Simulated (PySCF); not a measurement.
System: C2H6B2F2.

The calculation's input:

```
{"job": {"kind": "uv", "xc": "wB97X-D", "basis": "def2-SVPD", "nstates": 8, "ntriplets": 3}, "charge": 0, "multiplicity": 1}
B     -1.515925     0.265920     0.818653
C     -0.784784     0.146016    -0.564099
C      0.571973    -0.580980    -0.558567
B      1.679531     0.141520     0.298947
F      2.847985    -0.411227     0.568809
F      1.548409     1.356389     0.794745
H     -1.144429    -0.332251     1.750986
H     -2.469340     0.936269     0.898464
H     -0.651557     1.139014    -1.001761
H     -1.459756    -0.371959    -1.254355
H      0.438894    -1.602013    -0.193030
H      0.940196    -0.687383    -1.584820
```

Launched as:

```sh
OMP_NUM_THREADS=1 python probes_run.py task.json out
```

Geometry: GFN2-xTB.

These are results of wB97X-D/def2-SVPD, SCF density, gas phase in PySCF, not measurements.

### What can the converged electron density and electron localisation function tell about the bonding?

B–F (1.32 Å): ρ is about 2.2 e/Å³ halfway; the ELF peaks at about 0.85 between the atoms: a shared but strongly polarised pair.
C–C (1.54 Å): ρ is about 1.6 e/Å³ halfway; the ELF peaks at about 0.95 between the atoms; localised, covalent bonding.
C–B (1.58 Å): the density is about 1.4 e/Å³ at the midpoint; the ELF peaks at about 1 between the atoms (localised, covalent bonding).
C–H (1.10 Å): ρ at the midpoint is about 1.9 e/Å³; the ELF climbs to about 1 towards the hydrogen, as it does in any bond to H: an ordinary covalent bond to hydrogen.

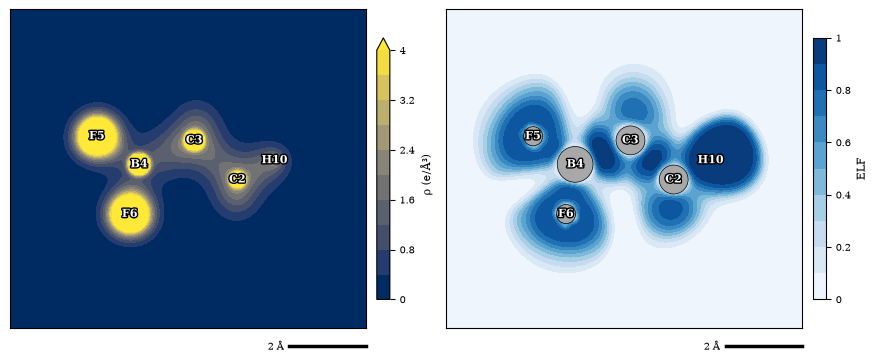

Computed electron density and electron localisation function on the plane of atoms F5, B4 and F6, in this order. Grey discs cover the atomic cores in the ELF map. 
